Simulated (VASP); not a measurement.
Band structure of ErSi₂ (relaxed from the CrSi2 structure, space group P6_222). Computed with r2SCAN meta-GGA, VASP's PBE PAW potentials (set 64) (plane waves; VASP 6.6.1).

The 4f electrons are frozen in the core of the lanthanide potential, so 4f levels, which can set the real gap, and their magnetism are missing.

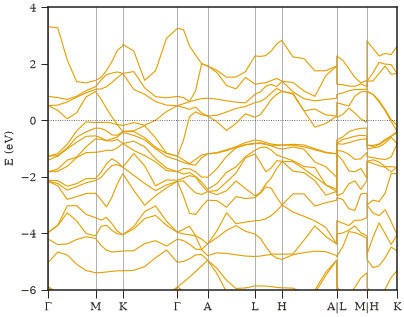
*Bands along high-symmetry lines, zero at the valence-band maximum or, without a gap, the Fermi level*

Task: Read the plot: is there a gap, and where are the band edges?

Result: It has no gap at this level: it comes out as a metal or semimetal.

The structure was generated: ErSi2 was put into the CrSi2 type (P6_222), which need not be its known phase. It was relaxed first. The electron count is odd and the run is not spin-polarised, which forces a metal.
